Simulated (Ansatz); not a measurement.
## Two runs on GeHSCl3

System: GeHSCl3.
Method of run A: RKS wB97M-V/def2-SVP (Ansatz 0.2.0).

The geometry comes from this level: PBE0-D4/def2-TZVP. Text and figures count atoms from 1; the logs count them from 0 in places.

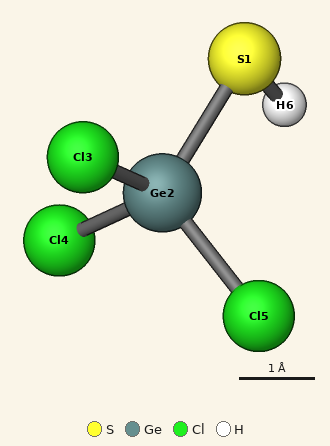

The input geometry (ball-and-stick view, seen at a tilt; atoms are numbered from 1 in the order of the input). Sticks mark near contacts. Bond lengths as drawn: Cl–Ge 2.12 to 2.13 Å, Ge–S 2.19 Å and H–S 1.35 Å.

Input file, run A:
```yaml
crystal:
  periodic: [false, false, false]
  atoms:
    - {symbol: S, position_ang: [-1.043238, 0.605771, 1.367396]}
    - {symbol: Ge, position_ang: [0.338880, -0.255084, -0.094452]}
    - {symbol: Cl, position_ang: [1.722606, -1.452344, 0.981909]}
    - {symbol: Cl, position_ang: [-0.655234, -1.466785, -1.536038]}
    - {symbol: Cl, position_ang: [1.403020, 1.236867, -1.179041]}
    - {symbol: H, position_ang: [-1.724033, 1.267577, 0.414026]}
basis:
  gaussian: {orbitals: def2-SVP}
hamiltonian: {xc: {name: wB97M-V}}
output: {orbitals: {seedname: orbitals}}
```

Hardware: 4 CPU threads, shared host.

Output (run A):
```
Functional definition: wB97M-V
  parameter omega = 0.3/bohr
  parameter cx = 0.15
  parameter cx01 = 1.007
  parameter cx10 = 0.259
  parameter css00 = 0.443
  parameter css04 = -1.437
  parameter css10 = -4.535
  parameter css20 = -3.390
  parameter css43 = 4.278
  parameter cos00 = 1.000
  parameter cos10 = 1.358
  parameter cos20 = 2.924
  parameter cos21 = -8.812
  parameter cos60 = -1.390
  parameter cos61 = 9.142
  parameter b = 6.0
  parameter c = 0.01
  gx(w, u) = 1 - cx + cx01*u + cx10*w
  gss(w, u) = css00 + css04*u^4 + css10*w + css20*w^2 + css43*w^4*u^3
  gos(w, u) = cos00 + cos10*w + (cos20 + cos21*u)*w^2 + (cos60 + cos61*u)*w^6
  exchange = spin_sum(e_x_unif_sr(omega)*gx(b97_w, b97_u_x)) + cx*exact_x_sr(omega) + exact_x_lr(omega)
  correlation = spin_sum(e_c_pw_mod_same_spin*gss(b97_w, b97_u_same))
      + integral(e_c_pw_mod_opposite_spin*gos(b97_w_opposite, b97_u_opposite)) + vv10(b, c)
1002 factors; integrals over basis functions are off by at most 9.0e-4 eV
246 factors; integrals over basis functions are off by at most 3.3e-6 eV
mean field evaluation 1: about -104912.6990 eV, gradient 2.9e1 eV
mean field evaluation 2: about -104913.0915 eV, gradient 3.0e1 eV
mean field evaluation 4: about -104914.7388 eV, gradient 6.3e-1 eV
mean field evaluation 8: about -104914.7885 eV, gradient 5.0e-2 eV
mean field evaluation 16: about -104914.7885 eV, gradient 4.7e-5 eV
mean field -104914.78847590 eV, -3855.5473626915 hartree, gradient 4.7e-5 eV, S^2 0.000000; 0 other end points of the search recorded, 0 dependent functions left out
reference -104914.78850812 eV, -3855.5473638755 hartree; 50, 50 occupied and 59, 59 virtual orbitals, 1002 factors
Total energy: -104914.78850812 eV, -3855.5473638755 hartree
```

For run B the input was changed thus:
```diff
-  gaussian: {orbitals: def2-SVP}
+  gaussian: {orbitals: "def2-QZVPP.json"}
```

What does this change do to the results?

The total energy of run B is 605.3 kcal/mol lower, which measures the change of basis and not a stability. The HOMO goes from −10.42 to −10.61 eV. The LUMO goes from 0.44 to −0.06 eV. The basis functions go from 109 to 399.

Output (run B):
```
Functional definition: wB97M-V
  parameter omega = 0.3/bohr
  parameter cx = 0.15
  parameter cx01 = 1.007
  parameter cx10 = 0.259
  parameter css00 = 0.443
  parameter css04 = -1.437
  parameter css10 = -4.535
  parameter css20 = -3.390
  parameter css43 = 4.278
  parameter cos00 = 1.000
  parameter cos10 = 1.358
  parameter cos20 = 2.924
  parameter cos21 = -8.812
  parameter cos60 = -1.390
  parameter cos61 = 9.142
  parameter b = 6.0
  parameter c = 0.01
  gx(w, u) = 1 - cx + cx01*u + cx10*w
  gss(w, u) = css00 + css04*u^4 + css10*w + css20*w^2 + css43*w^4*u^3
  gos(w, u) = cos00 + cos10*w + (cos20 + cos21*u)*w^2 + (cos60 + cos61*u)*w^6
  exchange = spin_sum(e_x_unif_sr(omega)*gx(b97_w, b97_u_x)) + cx*exact_x_sr(omega) + exact_x_lr(omega)
  correlation = spin_sum(e_c_pw_mod_same_spin*gss(b97_w, b97_u_same))
      + integral(e_c_pw_mod_opposite_spin*gos(b97_w_opposite, b97_u_opposite)) + vv10(b, c)
1996 factors; their error is unknown
275 factors; integrals over basis functions are off by at most 6.7e-5 eV
mean field evaluation 1: about -104939.1253 eV, gradient 2.9e1 eV
mean field evaluation 2: about -104939.3911 eV, gradient 3.5e1 eV
mean field evaluation 4: about -104940.9258 eV, gradient 1.0e0 eV
mean field evaluation 8: about -104940.9312 eV, gradient 2.7e-2 eV
mean field evaluation 16: about -104941.0381 eV, gradient 8.8e-5 eV
mean field -104941.03813489 eV, -3856.5120198669 hartree, gradient 1.5e-5 eV, S^2 0.000000; 0 other end points of the search recorded, 0 dependent functions left out
reference -104941.03818561 eV, -3856.5120217308 hartree; 50, 50 occupied and 349, 349 virtual orbitals, 1996 factors
Total energy: -104941.03818561 eV, -3856.5120217308 hartree
```

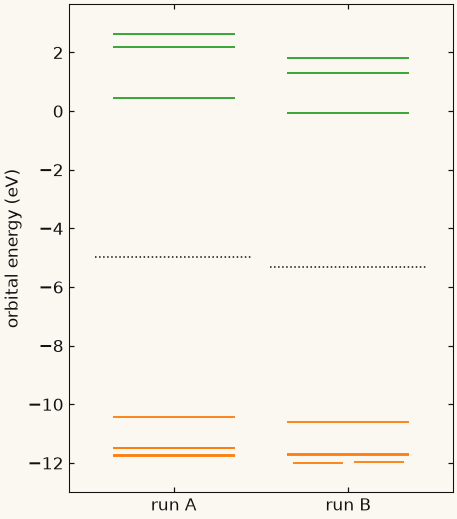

The five highest filled and three lowest empty orbital energies of the two runs; the dotted lines part filled from empty levels. The HOMO–LUMO gap is 10.86 eV in run A and 10.54 eV in run B.

The two runs side by side:

| quantity | run A | run B |
| --- | --- | --- |
| outcome | converged | converged |
| total energy (hartree) | −3855.547364 | −3856.512022 |
| HOMO (eV) | −10.42 | −10.61 |
| LUMO (eV) | 0.44 | −0.06 |
| basis functions | 109 | 399 |
| wall time (shared host) | 8.5 s | 38 s |
